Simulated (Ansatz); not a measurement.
**Ligand exchange: SiH4 + SnH2(SiH3)2 → SiH3(SiH3) + SiH3(SnH3)**

Species: SiH4 (silane) `[SiH4]`, singlet; SnH2(SiH3)2, singlet; SiH3(SiH3) (disilane), singlet; SiH3(SnH3), singlet. The partners trade H for SiH3: Si–H and Sn–SiH3 bonds give way to Si–SiH3 and Sn–H.

Shapes, held fixed at every level: PBE0-D4/def2-TZVP. Programs: Ansatz 0.2.0. The zero-point and thermal change to 298 K, harmonic and unscaled (PBE0-D4/def2-TZVP), is -3.0 kJ/mol.

```json
{"level": "SPW92/def2-TZVPP", "kind": "LDA", "ΔH(298 K) (kJ/mol)": "+19.0", "less CCSD(T)/def2-TZVPP": "-7.0"}
{"level": "PBE-D4/def2-TZVPP", "kind": "GGA", "ΔH(298 K) (kJ/mol)": "+22.1", "less CCSD(T)/def2-TZVPP": "-3.9"}
{"level": "PBE0-D4/def2-TZVPP", "kind": "global hybrid", "ΔH(298 K) (kJ/mol)": "+23.3", "less CCSD(T)/def2-TZVPP": "-2.7"}
{"level": "wB97X-V/def2-TZVPP", "kind": "range-separated hybrid", "ΔH(298 K) (kJ/mol)": "+23.1", "less CCSD(T)/def2-TZVPP": "-2.9"}
{"level": "MP2/def2-SVP", "kind": "perturbation theory", "ΔH(298 K) (kJ/mol)": "+31.4", "less CCSD(T)/def2-TZVPP": "+5.4"}
{"level": "MP2/def2-TZVPP", "kind": "perturbation theory", "ΔH(298 K) (kJ/mol)": "+33.3", "less CCSD(T)/def2-TZVPP": "+7.3"}
{"level": "CCSD/def2-TZVPP", "kind": "coupled cluster or CI", "ΔH(298 K) (kJ/mol)": "+25.6", "less CCSD(T)/def2-TZVPP": "-0.4"}
{"level": "CCSD(T)/def2-TZVPP", "kind": "coupled cluster or CI", "ΔH(298 K) (kJ/mol)": "+26.0", "less CCSD(T)/def2-TZVPP": "0.0"}
```

The highest level, CCSD(T)/def2-TZVPP, gives ΔH(298 K) = +26.0 kJ/mol; the levels span +19.0 to +33.3. The column of differences is taken from that level and isn't an error. No measured value is set beside it here. For atoms past krypton def2 sets carry core potentials with scalar relativity. Outer-core shells of Sn are correlated in most correlated rows, in sets that cover them unevenly.

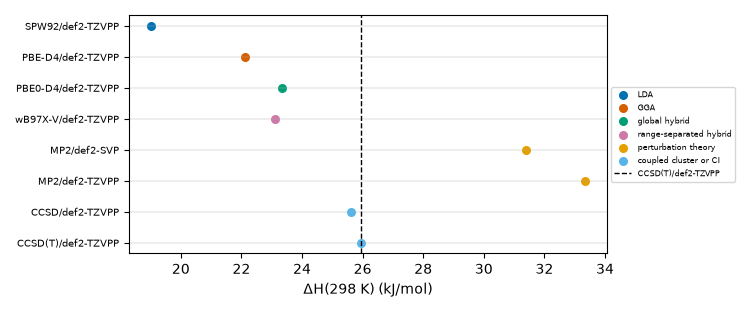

The values of the table, level by level.
